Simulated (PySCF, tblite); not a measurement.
# C₃H₅Cl₃OSi: geometry, infrared bands and NMR shifts

What infrared bands and NMR shifts should C₃H₅Cl₃OSi (`C[Si@H](C=O)C(Cl)(Cl)Cl`) show?

Computed with tblite 0.8.0 and PySCF 2.14.0, with density-fitted response routines of our own, on a single molecule in the gas phase. Atoms count from 0, in the outputs and in this text.

## Step 1: Starting geometry

13 atoms, charge 0, multiplicity 1; geometry from: force field or distance geometry start.

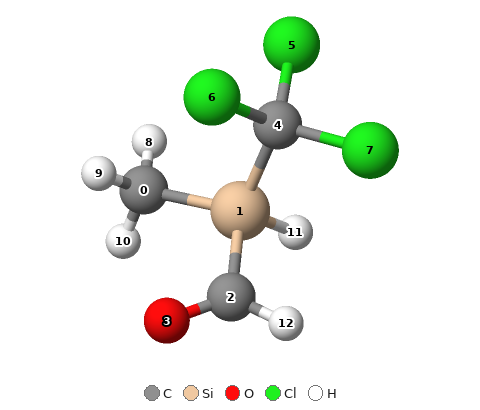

As it starts; carbon grey, silicon light orange, oxygen red, chlorine green, hydrogen white, atoms numbered; sticks join atoms by distance.

## Step 2: Optimising the geometry with GFN2-xTB

The job: settings as JSON, then the geometry in Å.

```
{"job": {"kind": "relax", "xc": "GFN2-xTB", "basis": "xTB"}, "charge": 0, "multiplicity": 1}
C      1.198300    -0.850600     0.952700
Si     0.278900     0.087900    -0.396000
C      0.231400     1.917900    -0.009800
O      0.503700     2.304200     1.106400
C     -1.430400    -0.554300    -0.647900
Cl    -1.362500    -2.276100    -1.115900
Cl    -2.397500    -0.369600     0.821100
Cl    -2.187100     0.371800    -1.977200
H      1.279100    -1.913400     0.707900
H      0.667000    -0.763500     1.917500
H      2.198900    -0.453600     1.079400
H      1.085300    -0.098800    -1.632700
H     -0.069500     2.598800    -0.823200
```

Command:

```bash
$ OMP_NUM_THREADS=1 python probes_run.py task.json out
```

One launch serves the whole session: the jobs run in the order shown.

**Question.** This job is followed by: GFN2-xTB harmonic vibrations, gas phase; GIAO PBE0/pcSseg-1 NMR shielding, non-relativistic, gas phase. Predict these results of the whole session: strongest single infrared mode (GFN2-xTB); zero-point energy (GFN2-xTB); 13C shifts against TMS (PBE0/pcSseg-1); 1H shifts against TMS (PBE0/pcSseg-1, means over atoms taken as alike); 29Si shifts against TMS (PBE0/pcSseg-1); 17O shifts against H2O (PBE0/pcSseg-1); 35Cl shifts against HCl (PBE0/pcSseg-1, means over atoms taken as alike).

As calculated:

| quantity | value |
| --- | --- |
| strongest single infrared mode (GFN2-xTB) | 840 cm⁻¹, 188 km/mol |
| zero-point energy (GFN2-xTB) | 44.3 kcal/mol |
| 13C shifts against TMS (PBE0/pcSseg-1) | 244.2, 113.1, -6.5 ppm |
| 1H shifts against TMS (PBE0/pcSseg-1, means over atoms taken as alike) | 12.18, 4.36, 0.60 ppm |
| 29Si shifts against TMS (PBE0/pcSseg-1) | -30.6 ppm |
| 17O shifts against H2O (PBE0/pcSseg-1) | 948.5 ppm |
| 35Cl shifts against HCl (PBE0/pcSseg-1, means over atoms taken as alike) | 424 ppm |

**Reading.** Relaxing lowered the energy by 0.262 eV in 120 steps; the close pair that moved most is Si1–C4, from 1.843 to 1.948 Å. All 33 modes are real, so the xTB geometry is a minimum. The strongest single mode, at 840 cm⁻¹, is carried by C4, H10, Si1, H8. Unscaled tight-binding wavenumbers are off by several per cent, some by more. Its intensities can rank the bands wrongly. C4 stands next to heavy halogen, whose spin-orbit shielding this run leaves out, so the computed shift lies too far downfield, most of all for carbon beside Br or I. At PBE0/pcSseg-1: The largest span, 2111 ppm, is at O3, where the paramagnetic term is -1009 ppm.
